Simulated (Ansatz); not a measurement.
# H₅NOSi···H₂: what the fields show

```yaml
atoms:
  - { symbol: Si, position_ang: [-0.6025, 0.2292, -0.7031] }
  - { symbol: H, position_ang: [-0.6224, -1.3140, 3.1131] }
  - { symbol: H, position_ang: [0.7394, 0.8707, -0.5245] }
  - { symbol: H, position_ang: [-1.2475, 0.6908, -1.9821] }
  - { symbol: N, position_ang: [-0.6119, -1.4980, -0.8494] }
  - { symbol: H, position_ang: [-0.0392, -2.0949, -0.2537] }
  - { symbol: H, position_ang: [-0.7899, -1.9248, -1.7570] }
  - { symbol: O, position_ang: [-1.4112, 0.7397, 0.6808] }
  - { symbol: H, position_ang: [-2.2964, 0.3320, 0.7636] }
  - { symbol: H, position_ang: [-0.7642, -0.7898, 2.5908] }
```

The calculation used RKS PBE-D4/6-31G* in Ansatz.

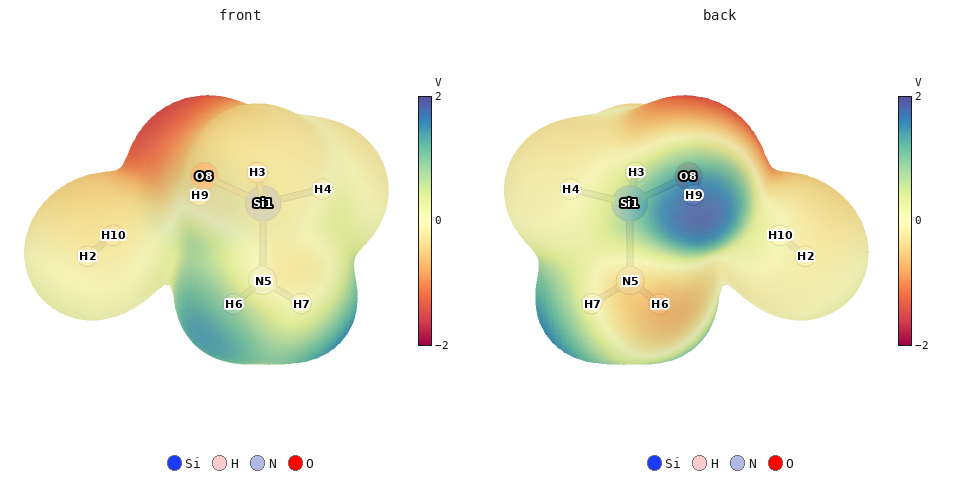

Figure 1. The molecular electrostatic potential painted on the density surface at 0.001 e/bohr³, seen from the front and from behind; red is negative and blue positive.

### Which sites attract a positive test charge, and which a negative one?

A positive charge is drawn to the negative regions and a negative charge to the positive ones. The most negative region (about −1.4 V) lies over O8, the most positive (about +1.8 V) over H9. O8 is the likeliest acceptor of a hydrogen bond.

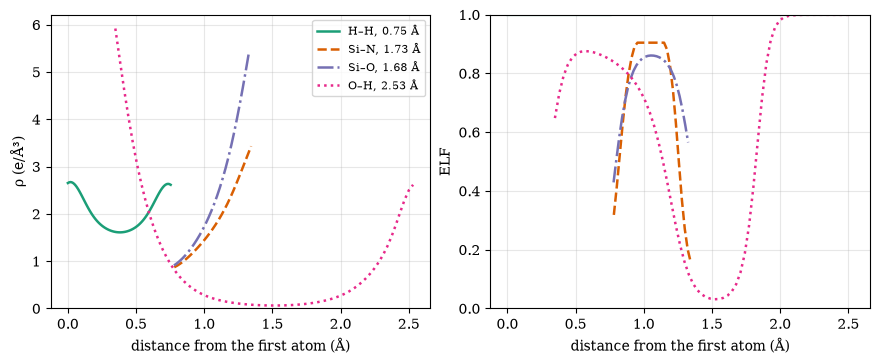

Figure 2. Electron density and electron localisation function along straight lines between neighbouring atoms. The curves leave out the atomic cores.

### What can be read from the curves?

H–H (0.75 Å): ρ is about 1.6 e/Å³ halfway; the ELF peaks at about 1 between the atoms.
Si–N (1.73 Å): ρ at the midpoint is about 1 e/Å³; the ELF peaks at about 0.90 between the atoms, as expected for a shared but strongly polarised pair.
Si–O (1.68 Å): ρ at the midpoint is about 1.1 e/Å³; the ELF peaks at about 0.85 between the atoms, as expected for a shared but strongly polarised pair.
O8···H10 (2.53 Å): the density falls to about 0.06 e/Å³ on the way; the ELF dips to about 0.05 between them: a weak contact between the two molecules.

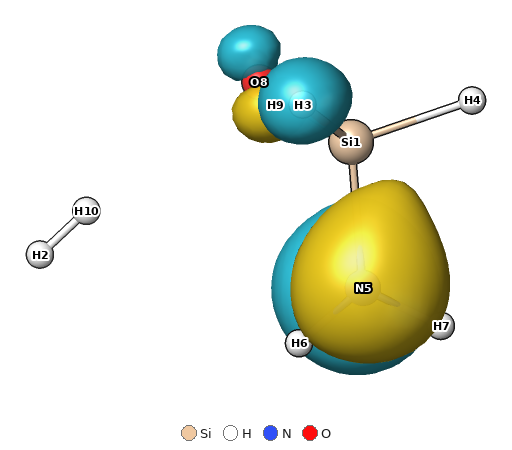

Figure 3. The HOMO at ±0.15 Å⁻³ᐟ² (yellow and cyan are the two phases), seen at a tilt.

### Where does this orbital lie, and at what energy?

It lies mainly on N5 (about 65 %); largely a lone pair of N5. Its energy is −5.88 eV.
